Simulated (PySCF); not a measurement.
**[Hf(N2)6]4+: forces at shaken geometries**

How stiff is [Hf(N2)6]4+? Its atoms are displaced at random by several amounts. The species was built from a template and needn't be a known compound.

Method: BP86, Hf def2-SVP with ECP60, N def2-SVP; scalar-relativistic core potentials, no spin–orbit coupling; program: PySCF 2.14.0.

3 further runs of the same task are left out: 2 for a known fault of the program, 1 that didn't finish. Runs told in other sessions of the task aren't counted.

### 1 Where the work starts

13 atoms, charge 4, spin multiplicity 1.

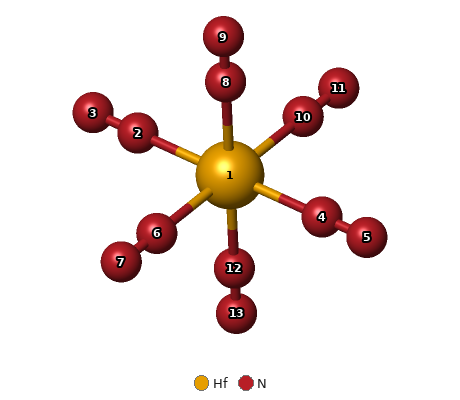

The structure; hafnium amber, nitrogen red; atoms are numbered from 1 in the order of the file.

Coordinates:

```xyz
13
HfN12
Hf    0.00000    0.00000    0.00000
N     0.00000    0.00000    2.31460
N     0.00000    0.00000    3.43904
N     0.00000    0.00000   -2.31460
N     0.00000    0.00000   -3.43904
N     2.31460    0.00000    0.00000
N     3.43904    0.00000    0.00000
N     0.00000    2.31460    0.00000
N     0.00000    3.43904    0.00000
N    -2.31460    0.00000    0.00000
N    -3.43904    0.00000    0.00000
N     0.00000   -2.31460    0.00000
N     0.00000   -3.43904    0.00000
```

Formal oxidation states: Hf +4. An earlier session relaxed this geometry at BP86, Hf def2-SVP with ECP60, N def2-SVP (singlet, point group Oh).

Its energy there is -702.698410 Eh.

### 2 Atoms moved at random, σ = 0.15 Å

The input, run.py (the lines that set the calculation):

```python
mol = gto.M(atom='''
Hf    -0.02163    -0.02053    -0.14692
N     -0.21394     0.05380     2.25147
N      0.02530    -0.06560     3.53926
N     -0.13133    -0.14050    -2.30777
N      0.06052     0.27773    -3.17171
N      2.19949    -0.15733    -0.09694
N      3.55586    -0.24013     0.08559
N      0.27555     2.28822     0.06594
N     -0.02278     3.54216    -0.01714
N     -2.00133     0.16218    -0.03646
N     -3.33882    -0.13685     0.10149
N      0.03142    -2.11834    -0.13243
N     -0.41831    -3.44480    -0.13437''',
    basis={'Hf': 'def2-SVP', 'N': 'def2-SVP'},
    ecp={'Hf': 'def2-SVP'},
    charge=4, spin=0)
mf = dft.RKS(mol, xc='B88,P86')
mf.grids.atom_grid = (50, 194)
mf = mf.density_fit()  # fitting sets: Hf def2-universal-JKFIT, N def2-universal-JKFIT
mf.conv_tol = 1e-08; mf.max_cycle = 55
mf.kernel(dm0)  # dm0: the density of the relaxed state
```

Command:

```sh
OMP_NUM_THREADS=4 python run.py
```

The program printed:

```text
init E= -698.73988783414
  HOMO = -1.41028069929927  LUMO = -1.35627381779908  gap/eV = 1.46960
cycle= 1 E= -700.106684376071  delta_E= -1.37  |g|=    3  |ddm|= 3.06
  HOMO = -0.710409057595442  LUMO = -0.560821791809324  gap/eV = 4.07048
cycle= 2 E= -678.888149711675  delta_E= 21.2  |g|= 8.14  |ddm|= 7.41
  HOMO = -0.948930632230113  LUMO = -0.866781928124217  gap/eV = 2.23538
cycle= 3 E= -701.830672925502  delta_E= -22.9  |g|= 1.23  |ddm|= 6.51
  HOMO = -1.01996046647625  LUMO = -0.91293366932426  gap/eV = 2.91235
cycle= 4 E= -700.636326182386  delta_E= 1.19  |g|= 2.68  |ddm|=  2.2
  HOMO = -1.00014822156227  LUMO = -0.952812433818825  gap/eV = 1.28807
cycle= 5 E= -701.836857545869  delta_E= -1.2  |g|= 1.25  |ddm|= 1.95
  HOMO = -1.01609874361731  LUMO = -0.935135905427641  gap/eV = 2.20311
cycle= 6 E= -702.116814102494  delta_E= -0.28  |g|= 0.596  |ddm|= 1.04
  HOMO = -1.01248879722023  LUMO = -0.92491467469059  gap/eV = 2.38301
cycle= 7 E= -702.147848286833  delta_E= -0.031  |g|= 0.458  |ddm|= 0.533
  HOMO = -1.00998941375077  LUMO = -0.917654822830744  gap/eV = 2.51255
cycle= 8 E= -702.190467449184  delta_E= -0.0426  |g|= 0.134  |ddm|= 0.309
  HOMO = -1.00847116677469  LUMO = -0.916231060700666  gap/eV = 2.50998
cycle= 9 E= -702.190326372551  delta_E= 0.000141  |g|= 0.135  |ddm|= 0.136
  HOMO = -1.00738185109476  LUMO = -0.91736929101672  gap/eV = 2.44937
cycle= 10 E= -702.193093483731  delta_E= -0.00277  |g|= 0.0709  |ddm|= 0.0791
  HOMO = -1.00771145174007  LUMO = -0.917974339255793  gap/eV = 2.44187
cycle= 11 E= -702.193974925108  delta_E= -0.000881  |g|= 0.0345  |ddm|= 0.034
  HOMO = -1.00844325379336  LUMO = -0.917907099463391  gap/eV = 2.46361
cycle= 12 E= -702.19402157589  delta_E= -4.67e-05  |g|= 0.0309  |ddm|= 0.0135
  HOMO = -1.00871212994911  LUMO = -0.917662567534929  gap/eV = 2.47758
cycle= 13 E= -702.194105945828  delta_E= -8.44e-05  |g|= 0.0234  |ddm|= 0.025
  HOMO = -1.00801513928194  LUMO = -0.9179537743159  gap/eV = 2.45069
cycle= 14 E= -702.194220812246  delta_E= -0.000115  |g|= 0.00432  |ddm|= 0.0153
  HOMO = -1.00820779972062  LUMO = -0.917827582208764  gap/eV = 2.45937
cycle= 15 E= -702.19422460036  delta_E= -3.79e-06  |g|= 0.00157  |ddm|= 0.00402
  HOMO = -1.0081641627915  LUMO = -0.917850578986782  gap/eV = 2.45756
cycle= 16 E= -702.194225139177  delta_E= -5.39e-07  |g|= 0.000708  |ddm|= 0.00149
  HOMO = -1.00818093930226  LUMO = -0.917875218749461  gap/eV = 2.45734
cycle= 17 E= -702.194225261033  delta_E= -1.22e-07  |g|= 5.41e-05  |ddm|= 0.000635
  HOMO = -1.00818071482044  LUMO = -0.917874730355535  gap/eV = 2.45735
cycle= 18 E= -702.194225261067  delta_E= -3.37e-11  |g|= 5.73e-05  |ddm|= 7.66e-05
  HOMO = -1.00818189504497  LUMO = -0.917875159711835  gap/eV = 2.45737
Extra cycle  E= -702.194225232761  delta_E= 2.83e-08  |g|= 0.000371  |ddm|= 0.000229
converged SCF energy = -702.194225232761
```

It took 19 s on 4 threads of Arm Neoverse V1, shared host.

Read off: E = -702.194225 Eh (+13.720 eV from the relaxed state), HOMO -27.43 eV, LUMO -24.98 eV, Mulliken charge on Hf1 +1.78 e, largest force component 29.822 eV/Å. 

```
atom       Fx       Fy  Fz (eV/Å)
 Hf1    3.848    1.729      2.344
  N2    2.770   -1.450     12.378
  N3   -2.571    1.300    -12.802
  N4   -6.176  -13.305     27.675
  N5    6.234   13.626    -29.822
  N6   14.417   -0.829      1.965
  N7  -13.492    0.831     -1.912
  N8   -3.307   11.965     -1.082
  N9    3.155  -11.942      0.923
 N10  -17.355   -2.853      1.592
 N11   12.629    3.149     -1.369
 N12   -4.816  -14.933      0.102
 N13    4.664   12.712      0.007
```

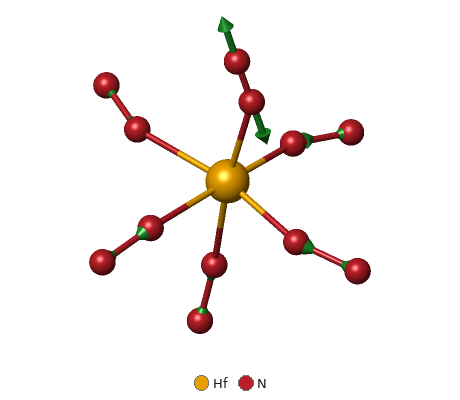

Forces as arrows, the longest for the largest force.

### 3 Atoms moved at random, σ = 0.1 Å

The input, run.py (the lines that set the calculation):

```python
mol = gto.M(atom='''
Hf    -0.08084     0.06784     0.10403
N      0.01355     0.06194     2.19592
N     -0.04296    -0.01848     3.58303
N     -0.24997    -0.03362    -2.21420
N      0.05710    -0.03168    -3.48306
N      2.39048    -0.04197    -0.13855
N      3.58448     0.04478    -0.05023
N     -0.06985     2.41325     0.01037
N      0.15222     3.38634     0.07488
N     -2.27772     0.08250     0.19868
N     -3.67126    -0.00135    -0.08007
N      0.05718    -2.24812    -0.17126
N      0.13757    -3.68144    -0.02955''',
    basis={'Hf': 'def2-SVP', 'N': 'def2-SVP'},
    ecp={'Hf': 'def2-SVP'},
    charge=4, spin=0)
mf = dft.RKS(mol, xc='B88,P86')
mf.grids.atom_grid = (50, 194)
mf = mf.density_fit()  # fitting sets: Hf def2-universal-JKFIT, N def2-universal-JKFIT
mf.conv_tol = 1e-08; mf.max_cycle = 55
mf.kernel(dm0)  # dm0: the density of the relaxed state
```

Command:

```sh
OMP_NUM_THREADS=4 python run.py
```

The program printed:

```text
init E= -699.513982825249
  HOMO = -1.27897239549035  LUMO = -1.27730641210593  gap/eV = 0.04533
cycle= 1 E= -698.263343722004  delta_E= 1.25  |g|=  3.5  |ddm|= 3.59
  HOMO = -0.667290314922983  LUMO = -0.61786867686205  gap/eV = 1.34483
cycle= 2 E= -649.584905130842  delta_E= 48.7  |g|= 10.1  |ddm|= 80.4
  HOMO = -0.84954190589223  LUMO = -0.822803905073725  gap/eV = 0.72758
cycle= 3 E= -700.596571479536  delta_E=  -51  |g|= 2.62  |ddm|= 80.1
  HOMO = -0.90277573962192  LUMO = -0.897920634077834  gap/eV = 0.13211
cycle= 4 E= -696.355698139869  delta_E= 4.24  |g|= 3.91  |ddm|= 3.99
  HOMO = -0.90977473380801  LUMO = -0.890853694921605  gap/eV = 0.51487
cycle= 5 E= -700.289674102794  delta_E= -3.93  |g|= 2.71  |ddm|= 3.76
  HOMO = -0.916377872423659  LUMO = -0.870722055785949  gap/eV = 1.24236
cycle= 6 E= -701.517103863018  delta_E= -1.23  |g|= 1.77  |ddm|= 0.996
  HOMO = -0.912875500279397  LUMO = -0.881012031077427  gap/eV = 0.86705
cycle= 7 E= -701.398520519264  delta_E= 0.119  |g|=  1.7  |ddm|= 0.955
  HOMO = -0.950905799341017  LUMO = -0.860320952828661  gap/eV = 2.46494
cycle= 8 E= -701.451271566447  delta_E= -0.0528  |g|= 1.88  |ddm|= 1.27
  HOMO = -0.955764812332534  LUMO = -0.866007774804808  gap/eV = 2.44241
cycle= 9 E= -701.50398348181  delta_E= -0.0527  |g|= 1.85  |ddm|= 0.329
  HOMO = -0.953610426882541  LUMO = -0.865257394250746  gap/eV = 2.40421
cycle= 10 E= -701.56541416719  delta_E= -0.0614  |g|= 1.76  |ddm|= 0.183
  HOMO = -0.95740378120769  LUMO = -0.861632154524919  gap/eV = 2.60608
cycle= 11 E= -701.649328223535  delta_E= -0.0839  |g|= 1.65  |ddm|= 0.182
cycle= 12 E= -699.394682561156  delta_E= 2.25  |g|= 2.27  |ddm|= 2.57
  HOMO = -0.922174858978586  LUMO = -0.897518751856223  gap/eV = 0.67093
cycle= 13 E= -702.095419380663  delta_E= -2.7  |g|= 0.79  |ddm|= 2.54
  HOMO = -0.984930613384977  LUMO = -0.919711977249312  gap/eV = 1.77469
cycle= 14 E= -702.157268555911  delta_E= -0.0618  |g|= 0.602  |ddm|= 0.896
  HOMO = -0.990718413704256  LUMO = -0.907681189577553  gap/eV = 2.25956
cycle= 15 E= -702.226040041732  delta_E= -0.0688  |g|= 0.248  |ddm|= 0.408
  HOMO = -0.993695129361536  LUMO = -0.906246243264699  gap/eV = 2.37961
cycle= 16 E= -702.232561161843  delta_E= -0.00652  |g|= 0.174  |ddm|= 0.168
  HOMO = -0.991346610695085  LUMO = -0.908723088187793  gap/eV = 2.24830
cycle= 17 E= -702.237539706102  delta_E= -0.00498  |g|= 0.0825  |ddm|= 0.106
  HOMO = -0.993976862958422  LUMO = -0.908748951552182  gap/eV = 2.31917
cycle= 18 E= -702.238933891643  delta_E= -0.00139  |g|= 0.0153  |ddm|= 0.0484
  HOMO = -0.995672797923158  LUMO = -0.908089951526952  gap/eV = 2.38325
cycle= 19 E= -702.238961756556  delta_E= -2.79e-05  |g|= 0.0122  |ddm|= 0.02
  HOMO = -0.995162540293076  LUMO = -0.908241137779426  gap/eV = 2.36525
cycle= 20 E= -702.238952843217  delta_E= 8.91e-06  |g|= 0.0142  |ddm|= 0.0141
  HOMO = -0.995536230259717  LUMO = -0.908183927213116  gap/eV = 2.37698
cycle= 21 E= -702.238993931432  delta_E= -4.11e-05  |g|= 0.00351  |ddm|= 0.00872
  HOMO = -0.995453910970276  LUMO = -0.908272414227425  gap/eV = 2.37233
cycle= 22 E= -702.238996795076  delta_E= -2.86e-06  |g|= 0.000771  |ddm|= 0.00261
  HOMO = -0.995394968790595  LUMO = -0.908306678610786  gap/eV = 2.36979
cycle= 23 E= -702.23899690554  delta_E= -1.1e-07  |g|= 0.000362  |ddm|= 0.000808
  HOMO = -0.995410771941894  LUMO = -0.908289920725923  gap/eV = 2.37068
cycle= 24 E= -702.23899693491  delta_E= -2.94e-08  |g|= 0.000126  |ddm|= 0.000357
  HOMO = -0.995403070122897  LUMO = -0.908287715144995  gap/eV = 2.37053
cycle= 25 E= -702.238996937771  delta_E= -2.86e-09  |g|= 6.03e-05  |ddm|= 0.000135
  HOMO = -0.99540781924063  LUMO = -0.90829077454636  gap/eV = 2.37058
Extra cycle  E= -702.238996904923  delta_E= 3.28e-08  |g|= 0.00039  |ddm|= 0.000275
converged SCF energy = -702.238996904923
```

It took 23 s on 4 threads of Arm Neoverse V1, shared host.

Result: E = -702.238997 Eh (+12.501 eV from the relaxed state), HOMO -27.09 eV, LUMO -24.72 eV, Mulliken charge on Hf1 +1.89 e, largest force component 25.198 eV/Å. 

```
atom       Fx       Fy  Fz (eV/Å)
 Hf1    0.915   -0.774     -2.576
  N2   -0.537   -0.882     15.546
  N3    0.620    0.831    -13.363
  N4    3.382    0.187    -12.374
  N5   -3.240   -0.045     12.371
  N6    7.342    0.863      0.929
  N7   -8.072   -0.689     -0.749
  N8   -5.249  -25.124     -1.491
  N9    5.434   25.198      1.523
 N10  -13.897   -0.913     -2.935
 N11   13.376    0.867      2.855
 N12    0.695  -13.350      1.780
 N13   -0.768   13.830     -1.516
```

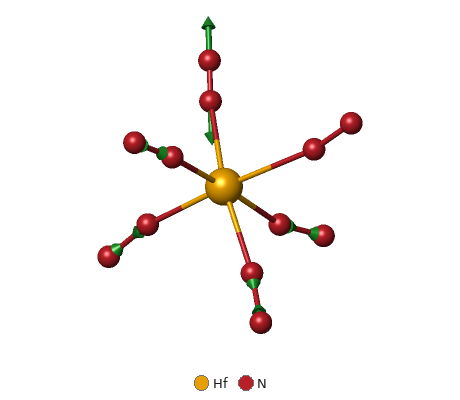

Forces as arrows, the longest for the largest force.

### 4 Atoms moved at random, σ = 0.03 Å

The input, run.py (the lines that set the calculation):

```python
mol = gto.M(atom='''
Hf    -0.04161    -0.05995     0.03947
N      0.03884    -0.00955     2.31526
N     -0.00867    -0.00965     3.43070
N     -0.00287    -0.01260    -2.30579
N      0.02738     0.01014    -3.43212
N      2.32527    -0.00243     0.01979
N      3.42591    -0.02367    -0.00769
N     -0.00015     2.36186    -0.03939
N      0.04021     3.45935     0.00078
N     -2.34111     0.05824    -0.01466
N     -3.43243     0.00756    -0.03799
N      0.01329    -2.34636     0.02911
N     -0.04407    -3.43293     0.00252''',
    basis={'Hf': 'def2-SVP', 'N': 'def2-SVP'},
    ecp={'Hf': 'def2-SVP'},
    charge=4, spin=0)
mf = dft.RKS(mol, xc='B88,P86')
mf.grids.atom_grid = (50, 194)
mf = mf.density_fit()  # fitting sets: Hf def2-universal-JKFIT, N def2-universal-JKFIT
mf.conv_tol = 1e-08; mf.max_cycle = 55
mf.kernel(dm0)  # dm0: the density of the relaxed state
```

Command:

```sh
OMP_NUM_THREADS=4 python run.py
```

The program printed:

```text
init E= -702.883844235892
  HOMO = -1.00860292099516  LUMO = -0.890939771233758  gap/eV = 3.20178
cycle= 1 E= -702.677643588228  delta_E= 0.206  |g|= 0.194  |ddm|= 0.403
  HOMO = -1.00441564958624  LUMO = -0.944125644268951  gap/eV = 1.64057
cycle= 2 E= -702.579411645352  delta_E= 0.0982  |g|= 0.721  |ddm|= 0.611
  HOMO = -1.02050135391442  LUMO = -0.92315200855273  gap/eV = 2.64901
cycle= 3 E= -702.685020472786  delta_E= -0.106  |g|= 0.0668  |ddm|= 0.461
  HOMO = -1.02421551104869  LUMO = -0.925210271634913  gap/eV = 2.69407
cycle= 4 E= -702.685802124487  delta_E= -0.000782  |g|= 0.0396  |ddm|= 0.073
  HOMO = -1.02382476872891  LUMO = -0.924258082436054  gap/eV = 2.70935
cycle= 5 E= -702.686105500383  delta_E= -0.000303  |g|= 0.0113  |ddm|= 0.0298
  HOMO = -1.02369804135028  LUMO = -0.923348683273005  gap/eV = 2.73065
cycle= 6 E= -702.686134287697  delta_E= -2.88e-05  |g|= 0.00253  |ddm|= 0.012
  HOMO = -1.02364254704044  LUMO = -0.923573324341378  gap/eV = 2.72302
cycle= 7 E= -702.686135810365  delta_E= -1.52e-06  |g|= 0.00146  |ddm|= 0.00318
  HOMO = -1.02367276272757  LUMO = -0.923610861920612  gap/eV = 2.72282
cycle= 8 E= -702.686136156832  delta_E= -3.46e-07  |g|= 0.000654  |ddm|= 0.00121
  HOMO = -1.02369460734991  LUMO = -0.923585875470204  gap/eV = 2.72410
cycle= 9 E= -702.686136251003  delta_E= -9.42e-08  |g|= 0.000121  |ddm|= 0.000561
  HOMO = -1.02368852266319  LUMO = -0.923587826191629  gap/eV = 2.72388
cycle= 10 E= -702.686136252559  delta_E= -1.56e-09  |g|= 9.73e-05  |ddm|= 0.000127
  HOMO = -1.02368652318395  LUMO = -0.923595031158325  gap/eV = 2.72363
Extra cycle  E= -702.686136230053  delta_E= 2.25e-08  |g|= 0.000347  |ddm|= 0.000275
converged SCF energy = -702.686136230053
```

Run time: 14 s. Hardware: 4 threads of Arm Neoverse V1, shared host.

Result: E = -702.686136 Eh (+0.334 eV from the relaxed state), HOMO -27.86 eV, LUMO -25.13 eV, Mulliken charge on Hf1 +2.10 e, largest force component 5.576 eV/Å. 

```
atom      Fx      Fy  Fz (eV/Å)
 Hf1   0.517   0.931     -0.560
  N2  -0.091  -0.026     -0.958
  N3   0.040   0.028      1.241
  N4   0.039  -0.023     -0.125
  N5  -0.023  -0.002      0.351
  N6  -3.616  -0.002      0.043
  N7   3.279  -0.015     -0.061
  N8  -0.094  -4.150      0.022
  N9   0.106   3.535      0.050
 N10   4.702   0.039      0.127
 N11  -4.804  -0.100     -0.108
 N12   0.141   5.359      0.088
 N13  -0.197  -5.576     -0.112
```

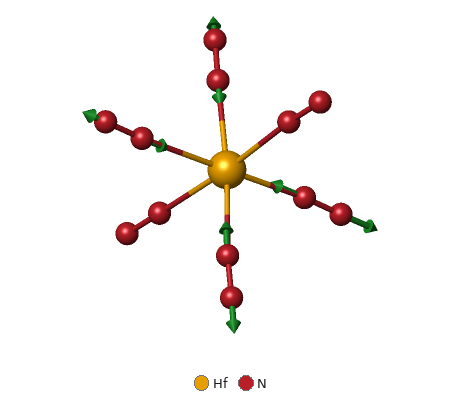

Forces as arrows, the longest for the largest force.

### 5 Results

| σ (Å) | energy rise (eV) | harmonic estimate −½ F·u (eV) | largest force component (eV/Å) |
| --- | --- | --- | --- |
| 0.15 | 13.720 | 10.474 | 29.82 |
| 0.1 | 12.501 | 9.726 | 25.20 |
| 0.03 | 0.334 | 0.329 | 5.58 |

Every displacement raises the energy. For a harmonic well the rise equals −½ F·u; the two differ by at most 24 % here (a move with σ = 0.15 Å), from anharmonicity, the grid and the small forces left at the relaxed point. The largest moves cost over 1 eV, far outside the harmonic range, so agreement there can come from errors that cancel between squeezed and stretched bonds. These are double-zeta-type bases without diffuse functions. Spin–orbit coupling is left out.
